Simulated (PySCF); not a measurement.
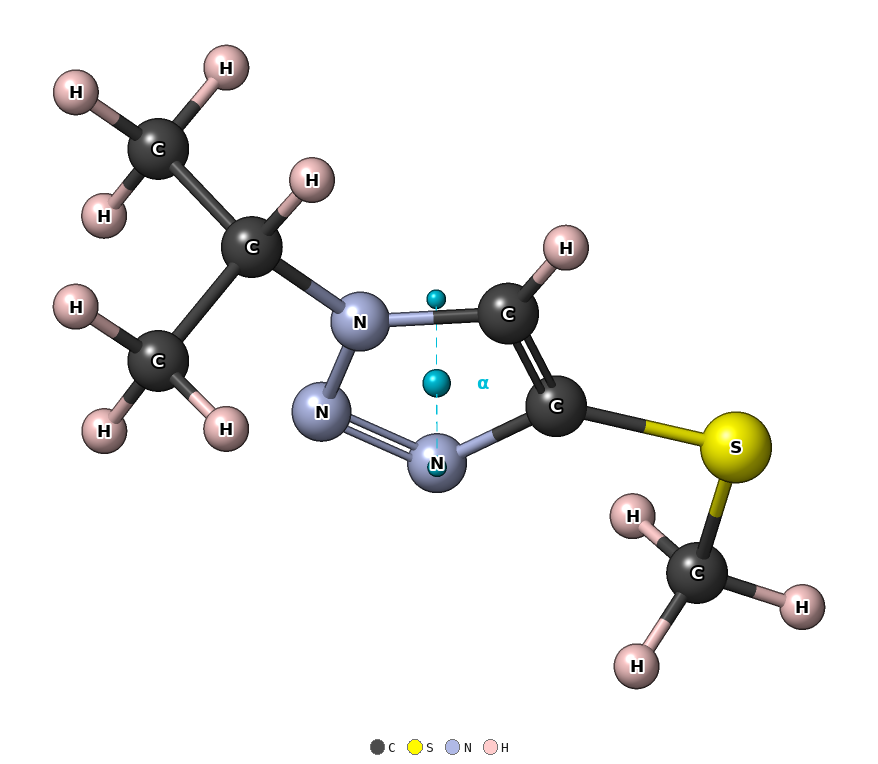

The small points mark where nucleus-independent chemical shifts (NICS) were computed: at the centre of each lettered ring and 1 Å above and below it. The geometry was computed by an optimisation with GFN2-xTB. No frequency run is at hand to confirm it as a minimum. Properties computed with GIAO PBE0/pcSseg-1 NMR shielding, non-relativistic, gas phase (PySCF 2.14.0).

Give NICS(0), NICS(1) and the out-of-plane component NICS(1)zz for each ring (means of the two sides).

```
ring  members  NICS(0)  NICS(1)  NICS(1)zz
   α     C2N3    −11.9    −12.5      −30.3
```

Values in ppm.

Question. What do the values say about the ring currents?

Answer. Ring α: diatropic, as in an aromatic ring. NICS is one index among several.
